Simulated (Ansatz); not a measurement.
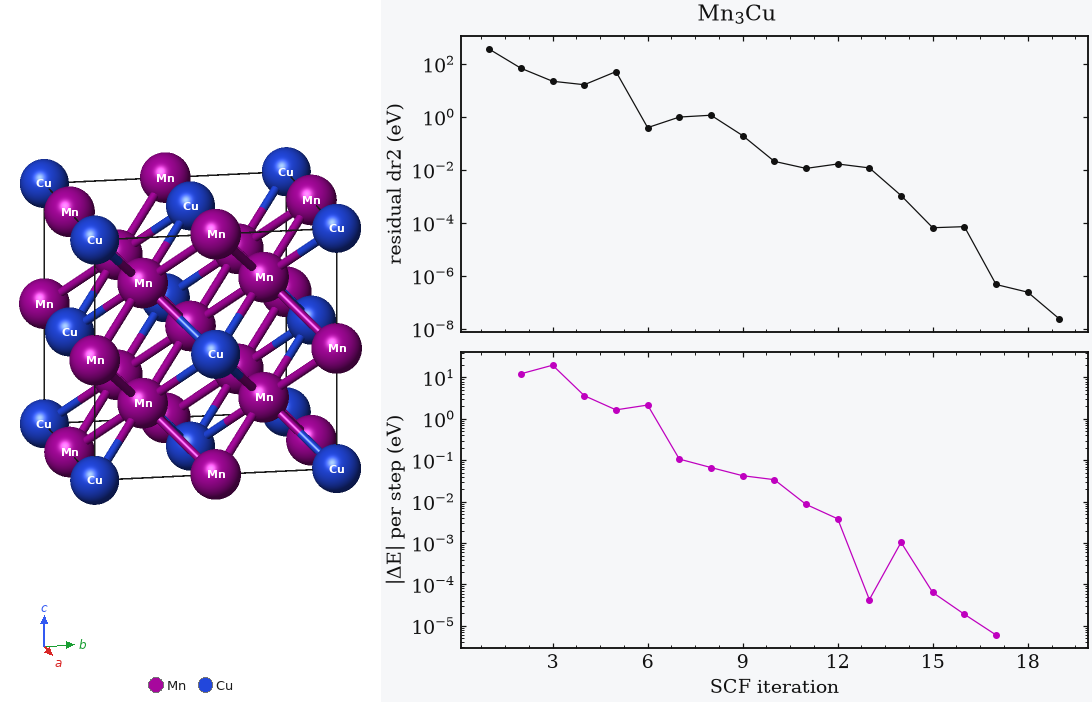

Beside the plot: the structure in its conventional cell.

The plot shows the SCF iterations of a calculation: density residual dr2, step-to-step change of the Harris–Foulkes energy. Energy differences below 3 × 10⁻⁶ eV aren't drawn. dr2 is the charge part; the magnetisation has a residual of its own.

- system: Mn$_{3}$Cu (Fm-3m, 4 atoms in the cell)
- method: DFT PBEsol, scalar-relativistic, plane waves, PAW (Ansatz 0.2.0); cutoff 420 eV, 12×12×12 k-mesh, Gaussian smearing of 0.1 eV, collinear spins

Was self-consistency reached?

The run converged; it took 19 iterations. The residual falls unevenly and jumps up by a factor of two or more twice on the way down. From the first spectrum the program read the system as a metal and chose the Kerker preconditioner.

Read the residual at the first and at the last step drawn.

It starts near 400 and ends near 2 × 10⁻⁸ eV.
